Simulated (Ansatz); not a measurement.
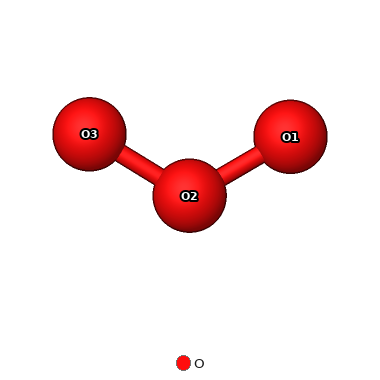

The system is O3, SMILES O=[O+][O-]; the picture shows the grid point nearest to the relaxed geometry. 
- Two internal coordinates are moved rigidly from the geometry relaxed at PBE0-D4/def2-TZVP, all others fixed.
- Coordinates scanned: (1) bond O1–O2; (2) angle O3–O2–O1.
- The grid has 7 × 7 points.
- Points are written as (first, second).
- All energies are given in kcal/mol relative to the lowest grid point.
- These are results of Ansatz 0.2.0, RKS PBE-D4/def2-TZVPP, not measurements.

Its coordinates:

```xyz
3

O     0.8487   -0.5359    0.4095
O    -0.2341   -0.3166   -0.1622
O    -0.6254    0.8545   -0.2531
```

Range: bond O1–O2 from 1.089 to 1.733 Å; angle O3–O2–O1 from 100.4 to 136.4°.

Predict the map.

Answer. The lowest grid point is at (1.244 Å, 118.4°). The bottom of the well lies between grid points, at about (1.285 Å, 118°), about 0.86 kcal/mol lower on the interpolated surface. It is the only kind of minimum in the scanned range. The highest grid point, (1.089 Å, 100.4°), lies 58.7 kcal/mol above the lowest. Round the minimum the two coordinates are weakly coupled (coupling 0.10 in units of the two stiffnesses).

```csv
"angle O3–O2–O1 ↓, bond O1–O2 →",1.089,1.152,1.244,1.351,1.470,1.597,1.733
136.4,40.3,23.2,13.3,13.6,20.1,29.5,40.1
130.4,32.5,15.5,6.1,6.9,14.2,24.5,36.2
124.4,28.0,10.9,1.5,2.5,10.3,21.2,33.4
118.4,27.4,9.9,0.0,0.8,8.5,19.6,32.1
112.4,31.6,13.2,2.2,2.2,9.4,20.1,32.5
106.4,41.5,21.7,9.0,7.4,13.3,23.2,34.9
100.4,58.7,36.8,21.4,17.4,21.2,29.3,39.6
```

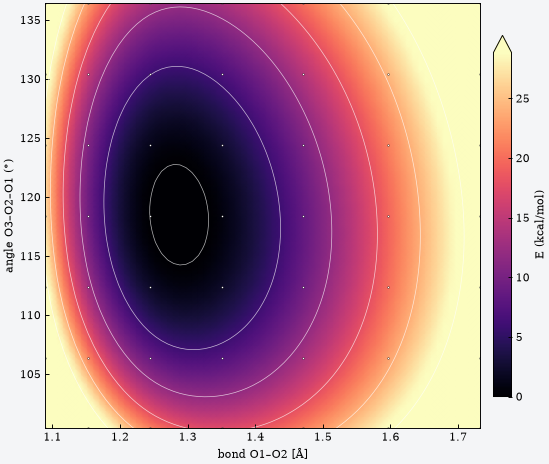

Drawn: a smooth colour map with a few white contour lines, dots at the grid points, one colour for all values above the top of the scale. Between grid points the surface is interpolated.
